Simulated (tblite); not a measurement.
Run report: C₃H₁₃Si₃, geometry relaxation (part 1 of 2)

System: C₃H₁₃Si₃, multiplicity 2.
Method: GFN2-xTB geometry optimisation, gas phase (tblite 0.8.0).

It belongs to a series of runs on one base structure; here: H added to sp2 C.

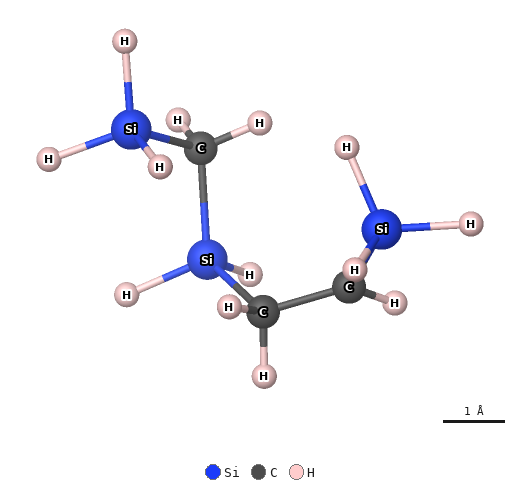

**Figure 1.** The structure as given in the input (ball-and-stick view, seen at a tilt). Bond lengths as drawn: C–C 1.50 Å, C–H 1.08 to 1.10 Å, C–Si 1.82 to 1.87 Å and H–Si 1.47 to 1.49 Å.

### Key numbers

```json
{"quantity": "outcome", "value": "converged"}
{"quantity": "total energy", "value": "−493.9875 eV"}
{"quantity": "hardware", "value": "1 CPU thread, shared host"}
{"quantity": "wall time", "value": "1.1 s"}
{"quantity": "peak memory", "value": "0.18 GiB"}
```

### The input
```
{"job": {"kind": "relax", "xc": "GFN2-xTB", "basis": "xTB"}, "charge": 0, "multiplicity": 2}
Si    -2.568800     0.687500     0.603100
C     -1.794300     0.009300    -0.892200
C     -0.458200     0.482300    -1.395100
Si     0.960800    -0.720900    -1.220900
C      1.310800    -1.221300     0.543900
Si     2.044600     0.235100     1.390400
H     -3.950900     0.153800     0.727800
H     -1.776900     0.301600     1.796700
H     -2.621500     2.165300     0.513000
H     -2.349500    -0.752100    -1.420900
H     -0.189000     1.437200    -0.937700
H     -0.587600     0.693800    -2.466800
H      2.170800    -0.172000    -1.853800
H      0.620700    -1.959400    -1.973800
H      0.394000    -1.541200     1.040500
H      2.006700    -2.062000     0.569800
H      2.323000    -0.102300     2.814700
H      1.120700     1.390400     1.376800
H      3.334900     0.643400     0.777100
```

The first line tells a small driver script what to run in tblite; the rest is the geometry in Å.

Run as:
```bash
OMP_NUM_THREADS=1 python <driver script> task.json out
```

### What the program printed
```
step      E/eV     max force
  0    -493.69794    2.006
  1    -493.82712    0.738
  2    -493.86434    0.471
  3    -493.88494    0.453
  4    -493.90225    0.321
  5    -493.91533    0.258
  6    -493.92457    0.241
  7    -493.93080    0.158
  8    -493.93546    0.147
  9    -493.93932    0.131
 10    -493.94222    0.107
 11    -493.94469    0.127
 12    -493.94679    0.122
 13    -493.94829    0.091
 14    -493.94956    0.082
 15    -493.95114    0.118
 16    -493.95324    0.175
 17    -493.95546    0.160
 18    -493.95712    0.087
 19    -493.95827    0.082
 20    -493.95956    0.107
 21    -493.96147    0.154
 22    -493.96366    0.151
 23    -493.96544    0.099
 24    -493.96660    0.083
 25    -493.96743    0.087
 26    -493.96811    0.062
 27    -493.96873    0.059
 28    -493.96933    0.065
 29    -493.96998    0.077
 30    -493.97059    0.058
 31    -493.97101    0.042
 32    -493.97128    0.036
 33    -493.97152    0.054
 34    -493.97180    0.059
 35    -493.97205    0.037
 36    -493.97225    0.035
 37    -493.97241    0.036
 38    -493.97263    0.065
 39    -493.97295    0.079
 40    -493.97333    0.067
 41    -493.97371    0.051
 42    -493.97408    0.040
 43    -493.97450    0.061
 44    -493.97499    0.077
 45    -493.97545    0.057
 46    -493.97581    0.049
 47    -493.97616    0.062
 48    -493.97660    0.067
 49    -493.97710    0.056
 50    -493.97754    0.049
 51    -493.97789    0.043
 52    -493.97826    0.053
 53    -493.97866    0.063
 54    -493.97900    0.046
 55    -493.97922    0.033
 56    -493.97938    0.038
 57    -493.97956    0.043
 58    -493.97977    0.041
 59    -493.97992    0.026
 60    -493.98001    0.021
 61    -493.98009    0.028
 62    -493.98019    0.036
 63    -493.98031    0.037
 64    -493.98042    0.027
 65    -493.98049    0.015
 66    -493.98055    0.019
 67    -493.98061    0.020
 68    -493.98070    0.024
 69    -493.98077    0.019
 70    -493.98083    0.019
 71    -493.98089    0.018
 72    -493.98097    0.021
 73    -493.98108    0.029
 74    -493.98119    0.023
 75    -493.98126    0.017
 76    -493.98132    0.017
 77    -493.98141    0.023
 78    -493.98156    0.039
 79    -493.98177    0.046
 80    -493.98195    0.031
 81    -493.98203    0.016
 82    -493.98208    0.016
 83    -493.98216    0.024
 84    -493.98229    0.040
 85    -493.98250    0.046
 86    -493.98274    0.041
 87    -493.98295    0.046
 88    -493.98314    0.041
 89    -493.98336    0.044
 90    -493.98363    0.045
 91    -493.98385    0.027
 92    -493.98398    0.025
 93    -493.98409    0.028
 94    -493.98424    0.035
 95    -493.98444    0.038
 96    -493.98463    0.031
 97    -493.98476    0.022
 98    -493.98484    0.020
 99    -493.98490    0.015
100    -493.98497    0.020
101    -493.98508    0.024
102    -493.98518    0.021
103    -493.98528    0.017
104    -493.98534    0.017
105    -493.98539    0.016
106    -493.98545    0.019
107    -493.98554    0.025
108    -493.98566    0.028
109    -493.98576    0.020
110    -493.98583    0.020
111    -493.98588    0.018
112    -493.98593    0.015
113    -493.98602    0.031
114    -493.98620    0.041
115    -493.98648    0.051
116    -493.98667    0.036
117    -493.98678    0.022
118    -493.98682    0.019
119    -493.98687    0.024
120    -493.98696    0.031
121    -493.98705    0.026
122    -493.98713    0.019
123    -493.98717    0.011
124    -493.98719    0.011
125    -493.98721    0.011
126    -493.98723    0.012
127    -493.98726    0.015
128    -493.98730    0.013
129    -493.98733    0.012
130    -493.98736    0.014
131    -493.98741    0.016
132    -493.98744    0.013
133    -493.98746    0.010
```

### Trajectory as extended XYZ (Å, eV, eV/Å), 12 of the 134 frames kept, from step=0 to step=133
```
19
Properties=species:S:1:pos:R:3:forces:R:3 step=0 energy=-493.69794
Si   -2.5688    0.6875    0.6031   -0.4750   0.2760   0.8000
C    -1.7943    0.0093   -0.8922    0.9680   0.0910  -0.4210
C    -0.4582    0.4823   -1.3951   -1.8070   0.5210  -0.3900
Si    0.9608   -0.7209   -1.2209    0.3910  -1.2330  -0.8950
C     1.3108   -1.2213    0.5439   -0.3300  -0.8420  -0.1120
Si    2.0446    0.2351    1.3904    0.7830   1.2710   1.3400
H    -3.9509    0.1538    0.7278    0.3550   0.1290  -0.0140
H    -1.7769    0.3016    1.7967   -0.1420   0.1290  -0.0420
H    -2.6215    2.1653    0.5130    0.0160  -0.1650   0.1070
H    -2.3495   -0.7521   -1.4209    0.4550  -0.0110  -0.3300
H    -0.1890    1.4372   -0.9377   -0.1050  -0.1340   0.1520
H    -0.5876    0.6938   -2.4668    0.2240  -0.1420   0.0530
H     2.1708   -0.1720   -1.8538   -0.0620   0.0810   0.0160
H     0.6207   -1.9594   -1.9738   -0.0030   0.2110   0.0490
H     0.3940   -1.5412    1.0405    0.0750  -0.0200  -0.0200
H     2.0067   -2.0620    0.5698   -0.1380   0.0460  -0.0400
H     2.3230   -0.1023    2.8147   -0.0490   0.0910  -0.3250
H     1.1207    1.3904    1.3768    0.1610  -0.1840  -0.0150
H     3.3349    0.6434    0.7771   -0.3170  -0.1170   0.0870
19
Properties=species:S:1:pos:R:3:forces:R:3 step=12 energy=-493.94679
Si   -2.5533    0.6794    0.6216   -0.0080   0.0080   0.0390
C    -1.7725    0.0083   -0.9093    0.0110   0.0090   0.0320
C    -0.5005    0.4942   -1.4395    0.0040  -0.0030  -0.0350
Si    0.9321   -0.8005   -1.2813   -0.0380   0.0970   0.0640
C     1.3023   -1.1990    0.5340   -0.0050   0.0160   0.0260
Si    2.0621    0.2709    1.4728   -0.0330  -0.0320  -0.0480
H    -3.9163    0.1582    0.7416    0.0030  -0.0450  -0.0160
H    -1.8078    0.3439    1.8494    0.0170  -0.0230  -0.0150
H    -2.6154    2.1504    0.5708    0.0320  -0.0180  -0.0140
H    -2.2516   -0.7686   -1.4902    0.0050   0.0160   0.0380
H    -0.1921    1.4148   -0.9443    0.0160  -0.0320  -0.0120
H    -0.5764    0.6922   -2.5111    0.0210  -0.0030  -0.0520
H     2.1149   -0.1740   -1.8818    0.0460  -0.0140  -0.0900
H     0.5766   -1.9999   -2.0448   -0.0530  -0.0500  -0.0170
H     0.3925   -1.5220    1.0406    0.0200   0.0010  -0.0210
H     1.9958   -2.0404    0.5700   -0.0510   0.0230   0.0150
H     2.3422   -0.0854    2.8643   -0.0090  -0.0260   0.0330
H     1.1430    1.4044    1.4182   -0.0390   0.0630   0.0610
H     3.3145    0.6414    0.8119    0.0610   0.0130   0.0120
19
Properties=species:S:1:pos:R:3:forces:R:3 step=24 energy=-493.96660
Si   -2.5168    0.6601    0.6378    0.0060  -0.0120  -0.0080
C    -1.7466    0.0241   -0.9107    0.0190  -0.0440   0.0100
C    -0.4893    0.5078   -1.4752   -0.0360   0.0220  -0.0240
Si    0.9234   -0.8020   -1.3073   -0.0330   0.0260  -0.0390
C     1.2853   -1.1457    0.5223   -0.0260  -0.0280  -0.0470
Si    2.0456    0.2940    1.5025    0.0110   0.0080   0.0090
H    -3.8664    0.0967    0.7239   -0.0090   0.0180   0.0220
H    -1.7829    0.3020    1.8655    0.0220   0.0000  -0.0020
H    -2.5732    2.1287    0.5836   -0.0040   0.0050   0.0430
H    -2.2278   -0.7724   -1.4607    0.0150  -0.0110  -0.0330
H    -0.1741    1.4363   -1.0007    0.0210  -0.0100  -0.0130
H    -0.5840    0.6830   -2.5497    0.0170   0.0080  -0.0220
H     2.1004   -0.2512   -1.9989   -0.0090  -0.0390   0.0350
H     0.4867   -2.0178   -2.0179    0.0250   0.0440   0.0660
H     0.3648   -1.4611    1.0127   -0.0310   0.0110   0.0060
H     1.9633   -1.9968    0.5784    0.0190  -0.0130   0.0110
H     2.3135   -0.1254    2.8805   -0.0100  -0.0330   0.0300
H     1.1498    1.4492    1.5288   -0.0260   0.0130  -0.0230
H     3.3183    0.6589    0.8776    0.0280   0.0360  -0.0200
19
Properties=species:S:1:pos:R:3:forces:R:3 step=36 energy=-493.97225
Si   -2.4956    0.6440    0.6399    0.0030   0.0080   0.0130
C    -1.7346    0.0217   -0.9201   -0.0090  -0.0060  -0.0010
C    -0.4891    0.5194   -1.4991   -0.0030   0.0130  -0.0030
Si    0.9176   -0.7932   -1.3129   -0.0070  -0.0050   0.0010
C     1.2728   -1.1282    0.5178    0.0050   0.0040   0.0050
Si    2.0407    0.3011    1.5097   -0.0090   0.0020   0.0000
H    -3.8503    0.0955    0.7400    0.0040  -0.0140   0.0040
H    -1.7489    0.2800    1.8579    0.0220  -0.0270   0.0010
H    -2.5589    2.1126    0.6220    0.0130   0.0210  -0.0020
H    -2.2090   -0.7781   -1.4714   -0.0150  -0.0070  -0.0110
H    -0.1744    1.4504   -1.0314    0.0150   0.0140   0.0070
H    -0.5905    0.6895   -2.5735    0.0140  -0.0120  -0.0180
H     2.1111   -0.2916   -2.0105   -0.0170  -0.0020   0.0160
H     0.4617   -2.0243   -1.9759    0.0040   0.0040  -0.0130
H     0.3462   -1.4319    1.0059    0.0000   0.0060  -0.0030
H     1.9430   -1.9859    0.5784   -0.0020  -0.0040   0.0090
H     2.2929   -0.1567    2.8811    0.0010   0.0200  -0.0110
H     1.1400    1.4548    1.5383   -0.0010  -0.0090  -0.0020
H     3.3156    0.6896    0.8964   -0.0190  -0.0060   0.0080
19
Properties=species:S:1:pos:R:3:forces:R:3 step=48 energy=-493.97660
Si   -2.4473    0.6267    0.6489    0.0060  -0.0090  -0.0030
C    -1.7381    0.0434   -0.9496    0.0130  -0.0130  -0.0100
C    -0.4875    0.5281   -1.5292   -0.0160   0.0070  -0.0040
Si    0.9004   -0.8000   -1.3065   -0.0170   0.0380   0.0360
C     1.2450   -1.1193    0.5295   -0.0040  -0.0080  -0.0050
Si    2.0137    0.3168    1.5141   -0.0270  -0.0340  -0.0160
H    -3.7985    0.0775    0.7812   -0.0110   0.0040  -0.0040
H    -1.6621    0.2015    1.8220    0.0120   0.0080   0.0310
H    -2.4928    2.0962    0.6754    0.0120  -0.0010   0.0130
H    -2.2195   -0.7569   -1.4945   -0.0140   0.0160  -0.0230
H    -0.1693    1.4644   -1.0731    0.0110  -0.0190   0.0000
H    -0.5739    0.6802   -2.6083   -0.0060  -0.0100   0.0130
H     2.1034   -0.3127   -1.9887    0.0550   0.0210  -0.0310
H     0.4395   -2.0237   -1.9752   -0.0060  -0.0330  -0.0080
H     0.3115   -1.4091    1.0144    0.0310  -0.0010  -0.0030
H     1.9067   -1.9837    0.5996   -0.0140   0.0210   0.0190
H     2.2729   -0.1354    2.8852   -0.0060   0.0120   0.0080
H     1.0972    1.4570    1.5368    0.0040   0.0130   0.0030
H     3.2889    0.7176    0.9103   -0.0230  -0.0110  -0.0150
19
Properties=species:S:1:pos:R:3:forces:R:3 step=60 energy=-493.98001
Si   -2.4087    0.6061    0.6618    0.0020   0.0030  -0.0040
C    -1.7385    0.0491   -0.9638   -0.0010   0.0020   0.0040
C    -0.4854    0.5242   -1.5445   -0.0010  -0.0020   0.0060
Si    0.9033   -0.8014   -1.3021   -0.0070   0.0000  -0.0190
C     1.2258   -1.1213    0.5378   -0.0090   0.0140  -0.0120
Si    1.9788    0.3271    1.5135    0.0050   0.0010  -0.0010
H    -3.7667    0.0751    0.8041    0.0050   0.0020   0.0030
H    -1.6074    0.1605    1.8183   -0.0130  -0.0100   0.0010
H    -2.4308    2.0756    0.7207    0.0030   0.0020   0.0040
H    -2.2532   -0.7114   -1.5348   -0.0010   0.0040   0.0090
H    -0.1611    1.4594   -1.0908    0.0100  -0.0060  -0.0010
H    -0.5703    0.6691   -2.6240    0.0070   0.0020   0.0100
H     2.1149   -0.3100   -1.9737    0.0000  -0.0040   0.0010
H     0.4479   -2.0274   -1.9740    0.0110  -0.0100   0.0010
H     0.2894   -1.4116    1.0139    0.0030  -0.0150   0.0020
H     1.8906   -1.9817    0.6210   -0.0070   0.0160   0.0070
H     2.2483   -0.1007    2.8908   -0.0100   0.0020  -0.0050
H     1.0668    1.4722    1.5308    0.0060  -0.0120  -0.0070
H     3.2466    0.7156    0.8875   -0.0020   0.0100   0.0030
```
